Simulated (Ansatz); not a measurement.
# A hypothetical structure for Be2Cu3P

This structure for Be2Cu3P is made up. Its elements were placed in a known structure type with a cell scaled to their sizes. What cell does the guess relax to, and how far off was it?

Method: DFT, PBEsol, plane-wave PAW, files of the set soft_1, scalar-relativistic, ferromagnetic start, cell and ions relaxed at zero pressure; PAW set soft_1, in the first sound run; inputs show where later runs differ, in Ansatz 0.2.0.

## 1. Starting point

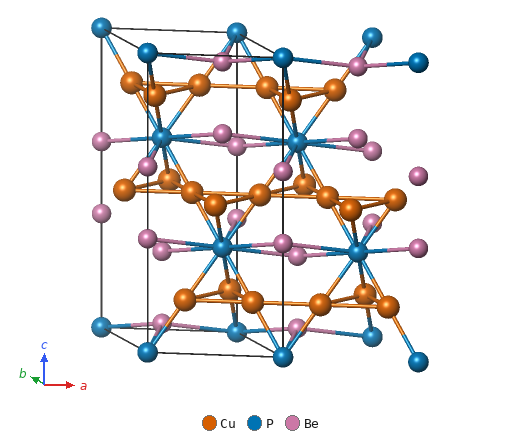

The cell as given, slightly off an axis (copper orange, phosphorus blue, beryllium pink). 2×1×1 cells are drawn. This picture shows the conventional cell, with its axes. Bonds to atoms that aren't drawn are left out. Some periodic images of atoms are drawn too.

## 2. Relaxing cell and atoms

The guessed cell has no reason to be at equilibrium. It is relaxed with the atoms, within the space group of the guess.

The input, input.yaml:

```yaml
crystal:
  lattice:
    - [2.212, 1.277098795, 3.268]
    - [-2.212, 1.277098795, 3.268]
    - [0.0, -2.554197591, 3.268]
  atoms:
    - { symbol: Cu, position: [0.5, 0.0, 0.0], spin: 0.6 }
    - { symbol: Cu, position: [0.0, 0.5, 0.0], spin: 0.6 }
    - { symbol: Cu, position: [0.0, 0.0, 0.5], spin: 0.6 }
    - { symbol: P, position: [0.0, 0.0, 0.0] }
    - { symbol: Be, position: [0.620333333, 0.620333333, 0.620333333] }
    - { symbol: Be, position: [0.379666667, 0.379666667, 0.379666667] }
magnetization:
  spin_polarized: true
kpoints:
  mp_grid: { grid: [8, 8, 8] }
scf:
  occupations: { method: fermi_dirac, width: 0.05 }
hamiltonian:
  xc: pbesol
  pseudopotentials: { kind: paw, azcp: { folder: soft_1 }, xc_functional: pbe }
relax:
  f_tol: 0.015
  max_steps: 70
  cell: {}
output:
  forces: true
  stress: true
```

The run is started by

```sh
$ ansatz run input.yaml --threads 4 --pin off --max-ram 10240MiB --backend cpu --events-out ev --progress --plain --runs-dir out
```

Numbers of over 12 decimals in the logs are rounded to 6 here.

The log of the run:

```text
Engine: ansatz 0.2.0, aarch64-unknown-linux-gnu
Pseudopotentials: kind: paw
Pseudopotential: Cu, paw, valence charge 19, recommended cutoff 420 eV (normal), soft_1/Cu.paw.azcp
Pseudopotential: P, paw, valence charge 5, recommended cutoff 420 eV (normal), soft_1/P.paw.azcp
Pseudopotential: Be, paw, valence charge 2, recommended cutoff 420 eV (normal), soft_1/Be.paw.azcp
Functional definition: PBEsol
  exchange = pbesol_x
  correlation = pbesol_c
Crystal: 6 atoms, lattice volume = 55.391 Å³
Basis set: ecut = 420 eV, 1097 PW (Γ), exchange–correlation on 60×60×60 points (8 copies of the dense FFT grid, shifted against one another)
Bands: 41, of which v1, the nominal top of the filled ones, is band 33 counted from 1 (32 counted from 0)
Symmetry: 12 space group operations
Space group: R-3m (ITA 166), of the structure as read, at distance tolerance 3.8e-5 Å
Magnetic group: BNS 166.97 (UNI 1327), of the structure as read, at distance tolerance 3.8e-5 Å
k-points: 65 of 512
Non-local potential: Cu, projectors of the file, l = 0: 3, l = 1: 2, l = 2: 3, l = 3: 1
Non-local potential: P, projectors of the file, l = 0: 2, l = 1: 2, l = 2: 1
Non-local potential: Be, projectors of the file, l = 0: 2, l = 1: 2, l = 2: 1
PAW form: soft (Blöchl's): semilocal exchange-correlation on the pseudo side does not see the compensation charge
PAW frozen core: Cu, regenerated for the run's functional, and the local potential with it (the file was generated under x = pbe(κ = 0.804, μ = 0.219515), c = pbe(β = 0.066725))
PAW frozen core: P, regenerated for the run's functional, and the local potential with it (the file was generated under x = pbe(κ = 0.804, μ = 0.219515), c = pbe(β = 0.066725))
PAW frozen core: Be, regenerated for the run's functional, and the local potential with it (the file was generated under x = pbe(κ = 0.804, μ = 0.219515), c = pbe(β = 0.066725))
PAW one-centre angular grid: Cu, 590 points (default); XC on 64 Gauss nodes
PAW one-centre angular grid: P, 110 points (default); XC on 64 Gauss nodes
PAW one-centre angular grid: Be, 110 points (default); XC on 64 Gauss nodes
Initial density: superposition of atomic densities (chi_scale 0.1, normalization cell)
Starting moments: Σ|m| = 1.8 μB on 3 of 6 sites
Initial wavefunctions: pseudopotential atomic-orbital guess
Functional: x = pbesol(κ = 0.804, μ = 0.123457), c = pbesol(β = 0.046)
SCF iter   1: F=—  HF=-20691.217320 eV  |F-HF|=—  |Δ(HF+E_count)|=         —  Δρ=2.38e-1 (↑2.38e-1 ↓1.27e-1)  dr2=4.89e1  dr2_m=1.71e0  M=0.153 μB ∫|m|=0.449 μB  β_m=0.30  ethr=3.10e-3  ⟨swp⟩=7.7  Hψ=23913  notcnv=0  defer=8
preconditioner: auto → Kerker (q_TF=auto, 2.809 Å⁻¹)  [metal: Δε(μ)=0.048 eV  Ē_g=9.004 eV  σ=0.050 eV  W_gap=0.23  n_scr=14 (ndim 8)  ℏωp=32.3 eV  f_vac=0.000  D(μ)=1.22/eV (n_scr^D=8)]
spin=Collinear: Kerker preconditioning applied to the charge; magnetization (m = ρ↑ − ρ↓) channel mixes plain (no charge-response kernel on spin).
SCF iter   2: F=—  HF=-20685.305165 eV  |F-HF|=—  |Δ(HF+E_count)|=    5.91e0  Δρ=5.71e-2 (↑5.71e-2 ↓4.79e-2)  dr2=8.23e-1  dr2_m=1.18e0  M=0.062 μB ∫|m|=0.233 μB  β_m=0.30  ethr=3.10e-3  ⟨swp⟩=4.0  Hψ=14217  notcnv=0  defer=262
SCF iter   3: F=—  HF=-20684.525516 eV  |F-HF|=—  |Δ(HF+E_count)|=   7.80e-1  Δρ=6.01e-2 (↑6.01e-2 ↓2.06e-2)  dr2=1.65e0  dr2_m=6.26e-1  M=0.051 μB ∫|m|=0.191 μB  β_m=0.30  ethr=1.25e-3  ⟨swp⟩=2.2  Hψ=10271  notcnv=0  defer=285
SCF iter   4: F=—  HF=-20684.004188 eV  |F-HF|=—  |Δ(HF+E_count)|=   5.21e-1  Δρ=4.80e-2 (↑9.35e-3 ↓4.80e-2)  dr2=4.93e-1  dr2_m=3.64e-1  M=0.020 μB ∫|m|=0.131 μB  β_m=0.30  ethr=1.25e-3  ⟨swp⟩=3.1  Hψ=9235  notcnv=0  defer=286
SCF iter   5: F=—  HF=-20684.156555 eV  |F-HF|=—  |Δ(HF+E_count)|=   1.52e-1  Δρ=4.18e-2 (↑6.24e-3 ↓4.18e-2)  dr2=5.91e-1  dr2_m=1.98e-1  M=0.014 μB ∫|m|=0.099 μB  β_m=0.30  ethr=7.47e-4  ⟨swp⟩=1.6  Hψ=6450  notcnv=0  defer=276
SCF iter   6: F=—  HF=-20684.146476 eV  |F-HF|=—  |Δ(HF+E_count)|=   1.01e-2  Δρ=2.21e-2 (↑7.19e-3 ↓2.21e-2)  dr2=8.31e-2  dr2_m=1.07e-1  M=0.010 μB ∫|m|=0.077 μB  β_m=0.30  ethr=7.47e-4  ⟨swp⟩=2.0  Hψ=5760  notcnv=0  defer=276
Mixer restart at iter 6: flushing history
spin-set hold released at iteration 6 (site moments contracting): the magnetisation degrees of freedom join the quasi-Newton model from the next iteration; the mixer history was flushed
SCF iter   7: F=—  HF=-20684.139320 eV  |F-HF|=—  |Δ(HF+E_count)|=   7.16e-3  Δρ=1.39e-2 (↑7.55e-3 ↓1.39e-2)  dr2=1.86e-2  dr2_m=5.82e-2  M=0.007 μB ∫|m|=0.059 μB  β_m=0.63  ethr=1.26e-4  ⟨swp⟩=1.6  Hψ=5616  notcnv=0  defer=282
SCF iter   8: F=—  HF=-20684.148631 eV  |F-HF|=—  |Δ(HF+E_count)|=   9.31e-3  Δρ=7.09e-3 (↑3.37e-3 ↓7.09e-3)  dr2=3.68e-2  dr2_m=1.80e-3  M=0.001 μB ∫|m|=0.014 μB  β_m=0.49  ethr=2.82e-5  ⟨swp⟩=2.0  Hψ=10358  notcnv=0  defer=283
SCF iter   9: F=—  HF=-20684.135822 eV  |F-HF|=—  |Δ(HF+E_count)|=   1.28e-2  Δρ=2.06e-3 (↑2.06e-3 ↓4.74e-4)  dr2=1.14e-3  dr2_m=3.91e-4  M=-0.000 μB ∫|m|=0.009 μB  β_m=0.74  ethr=2.82e-5  ⟨swp⟩=2.0  Hψ=9864  notcnv=0  defer=283
SCF iter  10: F=—  HF=-20684.136619 eV  |F-HF|=—  |Δ(HF+E_count)|=   7.97e-4  Δρ=4.30e-4 (↑1.94e-4 ↓4.30e-4)  dr2=3.20e-5  dr2_m=2.60e-5  M=0.000 μB ∫|m|=0.001 μB  β_m=0.70  ethr=1.72e-6  ⟨swp⟩=2.0  Hψ=8488  notcnv=0  defer=284
SCF iter  11: F=—  HF=-20684.136822 eV  |F-HF|=—  |Δ(HF+E_count)|=   2.04e-4  Δρ=1.72e-4 (↑8.35e-5 ↓1.72e-4)  dr2=7.84e-6  dr2_m=1.66e-6  M=0.000 μB ∫|m|=0.000 μB  β_m=0.85  ethr=4.84e-8  ⟨swp⟩=2.0  Hψ=7787  notcnv=0  defer=284
SCF iter  12: F=—  HF=-20684.136853 eV  |F-HF|=—  |Δ(HF+E_count)|=   3.02e-5  Δρ=2.33e-5 (↑8.08e-6 ↓2.33e-5)  dr2=1.90e-7  dr2_m=7.23e-8  M=-0.000 μB ∫|m|=0.000 μB  β_m=0.93  ethr=1.19e-8  ⟨swp⟩=2.0  Hψ=7778  notcnv=0  defer=284
SCF iter  13: F=—  HF=-20684.136853 eV  |F-HF|=—  |Δ(HF+E_count)|=   2.17e-7  Δρ=2.74e-6 (↑2.10e-6 ↓2.74e-6)  dr2=1.50e-8  dr2_m=1.34e-10  M=0.000 μB ∫|m|=0.000 μB  β_m=0.96  ethr=1.52e-10  ⟨swp⟩=3.8  Hψ=15223  notcnv=0
SCF iter  14: F=-20684.136853 eV  HF=-20684.136853 eV  |F-HF|=2.73e-10  |Δ(HF+E_count)|=   3.46e-9  Δρ=5.23e-7 (↑5.23e-7 ↓3.52e-7)  dr2=4.65e-10  dr2_m=3.15e-11  M=0.000 μB ∫|m|=0.000 μB  ethr=2.27e-11  ⟨swp⟩=3.0  Hψ=12713  notcnv=0
WARN: the starting moments were not kept: the SCF closed with an absolute magnetisation of 3.9e-6 μB, where they sum to 1.8 μB in size (3 sites). That is at most 0.1 of that sum. Measured as dr2_m measures the in/out step, that magnetisation stands 4.9e-12 eV from none, at or under the dr2_threshold of 1.0e-7 eV: it is no larger than a step whose dr2_m would equal this threshold. The system may hold no moment; this S [...]
[...]
relax step   4: F+E_penalty+E_count = -20685.88712740 eV  Δ(F+E_penalty+E_count) = -2.878e-2 eV  max|allowed force component| = 7.387e-5 eV/Å  Δτ_max = 0.0080 Å  P = -0.251 GPa  Ω = 68.703 Å³  energy of the carried Pulay correction = -8.533e-3 eV  (7 SCF iters, dr2 threshold 6.00e-7 eV, accepted)
[...]
relax step   5: F+E_penalty+E_count = -20685.88728183 eV  Δ(F+E_penalty+E_count) = -1.544e-4 eV  max|allowed force component| = 2.427e-3 eV/Å  Δτ_max = 0.0010 Å  P = -0.017 GPa  Ω = 68.609 Å³  energy of the carried Pulay correction = -8.483e-3 eV  (6 SCF iters, dr2 threshold 4.08e-7 eV, accepted)
[...]
relax step   6: F+E_penalty+E_count = -20685.88730170 eV  Δ(F+E_penalty+E_count) = -1.987e-5 eV  max|allowed force component| = 3.855e-4 eV/Å  Δτ_max = 0.0011 Å  P = -0.001 GPa  Ω = 68.597 Å³  energy of the carried Pulay correction = -8.475e-3 eV  (6 SCF iters, dr2 threshold 6.70e-9 eV, accepted)
[...]
relax step   7: F+E_penalty+E_count = -20685.90798735 eV  Δ(F+E_penalty+E_count) = -2.069e-2 eV  max|allowed force component| = 1.131e-3 eV/Å  Δτ_max = 0.0000 Å  P = +0.486 GPa  Ω = 68.597 Å³  stress off target by 5.63e-1 GPa  SCF on the basis re-selected at this cell (its energy is not comparable with the rows above)  (9 SCF iters)
[...]
relax step   8: F+E_penalty+E_count = -20685.90823952 eV  Δ(F+E_penalty+E_count) = -2.522e-4 eV  max|allowed force component| = 2.575e-4 eV/Å  Δτ_max = 0.0006 Å  P = +0.029 GPa  Ω = 68.814 Å³  energy of the carried Pulay correction = -9.954e-5 eV  (6 SCF iters, dr2 threshold 6.00e-7 eV, accepted)
iter 1 solved again at ethr=7.31e-7 eV; its pass at ethr=3.10e-3 eV (dr2=4.82e-4 eV) is discarded
SCF iter   1: F=—  HF=-20685.908369 eV  |F-HF|=—  |Δ(HF+E_count)|=         —  Δρ=1.72e-4 (↑1.72e-4 ↓1.72e-4)  dr2=1.72e-6  dr2_m=1.92e-10  M=-0.000 μB ∫|m|=0.000 μB  β_m=0.30  ethr=7.31e-7  ⟨swp⟩=3.0  Hψ=36890  notcnv=0
preconditioner: auto → Kerker (q_TF=auto, 2.709 Å⁻¹)  [metal: Δε(μ)=0.110 eV  Ē_g=8.732 eV  σ=0.050 eV  W_gap=0.44  n_scr=20 (ndim 8)  ℏωp=29.0 eV  f_vac=0.000  D(μ)=0.63/eV (n_scr^D=0)]
spin=Collinear: Kerker preconditioning applied to the charge; magnetization (m = ρ↑ − ρ↓) channel mixes plain (no charge-response kernel on spin).
SCF iter   2: F=—  HF=-20685.908353 eV  |F-HF|=—  |Δ(HF+E_count)|=   1.51e-5  Δρ=1.21e-4 (↑1.21e-4 ↓1.21e-4)  dr2=8.88e-7  dr2_m=9.19e-11  M=-0.000 μB ∫|m|=0.000 μB  β_m=0.65  ethr=2.60e-9  ⟨swp⟩=1.8  Hψ=7504  notcnv=0
SCF iter   3: F=—  HF=-20685.908339 eV  |F-HF|=—  |Δ(HF+E_count)|=   1.49e-5  Δρ=6.65e-6 (↑6.65e-6 ↓6.59e-6)  dr2=5.52e-8  dr2_m=4.91e-13  M=0.000 μB ∫|m|=0.000 μB  β_m=0.49  ethr=1.35e-9  ⟨swp⟩=1.1  Hψ=5338  notcnv=0
SCF iter   4: F=—  HF=-20685.908339 eV  |F-HF|=—  |Δ(HF+E_count)|=   1.63e-8  Δρ=2.23e-6 (↑2.20e-6 ↓2.23e-6)  dr2=8.76e-9  dr2_m=4.77e-13  M=0.000 μB ∫|m|=0.000 μB  β_m=0.48  ethr=8.36e-11  ⟨swp⟩=2.0  Hψ=8790  notcnv=0
SCF iter   5: F=—  HF=-20685.908339 eV  |F-HF|=—  |Δ(HF+E_count)|=   3.04e-9  Δρ=6.05e-7 (↑6.05e-7 ↓5.99e-7)  dr2=6.65e-10  dr2_m=1.42e-13  M=0.000 μB ∫|m|=0.000 μB  β_m=0.62  ethr=1.33e-11  ⟨swp⟩=2.1  Hψ=7664  notcnv=0
SCF iter   6: F=—  HF=-20685.908339 eV  |F-HF|=—  |Δ(HF+E_count)|=   2.55e-7  Δρ=4.27e-7 (↑4.27e-7 ↓4.16e-7)  dr2=1.85e-10  dr2_m=3.10e-14  M=0.000 μB ∫|m|=0.000 μB  β_m=0.81  ethr=1.01e-12  ⟨swp⟩=2.0  Hψ=8114  notcnv=0
SCF iter   7: F=-20685.908339 eV  HF=-20685.908339 eV  |F-HF|=3.64e-12  |Δ(HF+E_count)|=  7.28e-11  Δρ=1.02e-7 (↑1.01e-7 ↓1.02e-7)  dr2=2.01e-11  dr2_m=2.18e-15  M=0.000 μB ∫|m|=0.000 μB  ethr=1.00e-12  ⟨swp⟩=3.9  Hψ=14730  notcnv=0
the starting moments were not kept: the SCF closed with an absolute magnetisation of 4.4e-8 μB, where they sum to 1.8 μB in size (3 sites). That is at most 0.1 of that sum. Measured as dr2_m measures the in/out step, that magnetisation stands 3.2e-16 eV from none, at or under the dr2_threshold of 6.0e-11 eV: it is no larger than a step whose dr2_m would equal this threshold.
SCF 9 converged in 7 iterations: F = -20685.908339 eV  dr2 = 2.01e-11
relax step   9: F+E_penalty+E_count = -20685.90833881 eV  Δ(F+E_penalty+E_count) = -9.929e-5 eV  max|allowed force component| = 2.674e-4 eV/Å  Δτ_max = 0.0000 Å  P = +0.026 GPa  Ω = 68.814 Å³  stress off target by 2.62e-2 GPa  SCF on the basis re-selected at this cell (its energy is not comparable with the rows above)  (7 SCF iters)
basis re-selected at this cell: Δ(F+E_penalty+E_count) = -9.929e-5 eV, ΔP = -0.003 GPa vs the last step (what re-selecting the basis moved, of the pressure what is left beyond the Pulay correction that the steps carried, after the strain that the cell walked since its last selection, with what the two solves' SCF thresholds leave and, on support functions, any second-order correction that the steps lacked; it is no m [...]
SCF converged after 7 iterations
Magnetization: 0.0000 μB (33.0000 up, 33.0000 down)
Absolute magnetization: 0.0000 μB (∫|ρ↑−ρ↓|, with the PAW one-centre terms)
Spin contamination: 0.0000 ħ² per cell (⟨S²⟩ above its minimum at these occupations)
Per-site moments (μB) at R_I (Å): [(2.3080182558842005e-9, 0.921419), (2.3080174739054826e-9, 0.921419), (2.3080178434167096e-9, 0.921419), (1.0506091822343873e-9, 0.921419), (3.2779927283562822e-9, 1.047229), (3.2779927348184356e-9, 1.047229)]
Free energy (F): -20685.908339 eV
Harris-Foulkes:  -20685.908339 eV  (|F-HF|=3.64e-12)
Internal energy: -20685.902377 eV  (E = F + TS)
E sigma→0 (E₀):  -20685.905358 eV
Entropy (-TS):   -0.005961 eV (-0.994 meV/atom)
Fermi energy:    13.133901 eV
--- Per-component energies (eV) ---
  E_band       = -1292.349889
  E_kinetic    = 898.002187
  E_local      = -17560.522662  (includes V_loc(G=0)·N_el)
  E_nonlocal   = 2699.294537
  E_hartree    = 7626.781085
  E_xc         = -321.541233
  E_vxc        = -373.538343  (∫ρ·V_xc dr)
  E_paw        = -5980.967121  (= ΣΔE_a)
  E_vpaw       = -2209.150302  (= ΣTr[D̂ρ^β])
  E_aug_tail   = 0.002876  (compensation charges beyond the density's cutoff)
  E_ewald      = -8047.635814
  E_core_change = 0.683767  (= ΣΔE_core)
  E_smearing   = -0.005961  (= −TS)
  E_closure    = -0.000000  (closes the sum)
  Σ components = -20685.908339   (vs F -20685.908339, Δ=0.00e0)
--- Forces (eV/Å), atoms counted from 1 ---
  atom   1  Cu    -0.00000000     0.00000000    -0.00000000
  atom   2  Cu     0.00000000    -0.00000000     0.00000000
  atom   3  Cu     0.00000000    -0.00000000    -0.00000000
  atom   4  P      0.00000000     0.00000000     0.00000000
  atom   5  Be     0.00000000    -0.00000000     0.00026739
  atom   6  Be    -0.00000000     0.00000000    -0.00026739
  max |Σ_I F_I| component: 9.25e-18 eV/Å
--- Stress (GPa, compression-positive) ---
        0.025441      -0.000000       0.000000
       -0.000000       0.025441      -0.000000
        0.000000      -0.000000       0.026224
  P = ⅓ Tr σ = 0.0257 GPa (0.257 kbar)
--- Relaxed structure (7 steps of the walk, 7 accepted, 2 SCFs on fresh bases) ---
  F+E_penalty+E_count = -20685.90833881 eV   max|allowed force component| = 2.674e-4 eV/Å   (the final SCF, on the basis selected at the relaxed cell)
  cell:  # Å, volume = 68.8144 Å³
    - [2.372626, 1.369837, 3.528825419736]
    - [-2.372626, 1.369837, 3.528825419736]
    - [0, -2.739673, 3.528825]
  atoms:
    - { symbol: Cu, position: [0.5, 2.7755575615628914e-17, 0.0] }
    - { symbol: Cu, position: [2.7755575615628914e-17, 0.5, 0.0] }
    - { symbol: Cu, position: [-2.7755575615628914e-17, -2.7755575615628914e-17, 0.500000] }
    - { symbol: P, position: [0, 0, 0] }
    - { symbol: Be, position: [0.619905, 0.619905, 0.619905] }
    - { symbol: Be, position: [0.380095, 0.380095, 0.380095] }
```

Run time: 39 s. Hardware: 4 threads of Arm Neoverse V1, shared host; peak memory 0.56 GiB.

Relaxation path:

```csv
step,energy less that of the first step (eV),largest force component (eV/Å),pressure (GPa),volume (Å³)
1,0.0000,0.0059,51.43,55.39
2,-1.3757,0.0235,19.56,61.78
3,-1.7215,0.0168,4.78,66.55
4,-1.7503,0.0001,-0.25,68.70
5,-1.7504,0.0024,-0.02,68.61
6,-1.7504,0.0004,0.00,68.60
7*,-1.7711,0.0011,0.49,68.60
8,-1.7714,0.0003,0.03,68.81
9*,-1.7715,0.0003,0.03,68.81
```

Relaxation steps marked * repeat the geometry before them on a plane-wave basis chosen anew for their cell, so energy and pressure can jump there.

The run keeps the 12 symmetry operations that it works with, so distortions that break them were not tested.

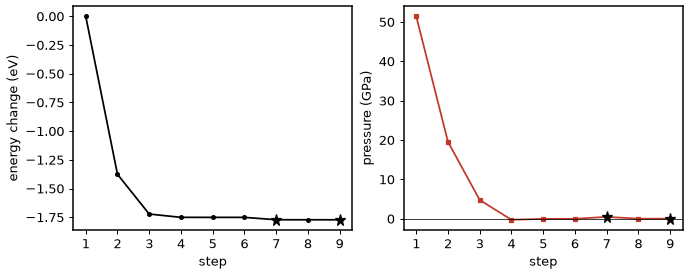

Energy and pressure along the relaxation. Stars mark steps on a basis chosen anew.

```csv
"conventional cell, symmetrised",before,after,change
a (Å),4.424,4.745,+7.3 %
b (Å),4.424,4.745,+7.3 %
c (Å),9.804,10.586,+8.0 %
volume (Å³/atom),9.23,11.47,+24.2 %
```

Final coordinates:

```xyz
6
Lattice="2.3726 1.3698 3.5288 -2.3726 1.3698 3.5288 0.0000 -2.7397 3.5288" Properties=species:S:1:pos:R:3 pbc="T T T"
Cu    1.1863    0.6849    1.7644
Cu   -1.1863    0.6849    1.7644
Cu    0.0000   -1.3698    1.7644
P     0.0000    0.0000    0.0000
Be    0.0000    0.0000    6.5626
Be    0.0000    0.0000    4.0239
```

This step gave:

```
free energy             : -20685.9083 eV
energy at zero smearing : -20685.9054 eV
smearing term TS        : 0.005961 eV
Fermi energy            : 13.13 eV
electrons               : 66
symmetry operations     : 12
pressure                : 0.02570 GPa
```

The shortest distance of each pair, which need not be the same contact before and after:

```csv
pair,guess (Å),relaxed (Å)
Cu–P,2.074,2.234
Cu–Cu,2.212,2.373
Be–Be,2.359,2.539
Be–Cu,2.448,2.642
Be–P,2.594,2.784
```

The relaxation ends with a largest force component of 2.7e-4 eV/Å and a pressure of 0.03 GPa. No moment survives the cycle: this start ends non-magnetic.

(Part 1 of 2 ends here.)

[Logs are printed without paths, hosts, clocks, repeated set-up lines and the standing remarks that a program may print on its own settings, such as how far it seeks lower states.]

[Hosts, paths, dates, database ids (printed as entryN), source tags and the programs' standing remarks are cut or masked in the printed files.]
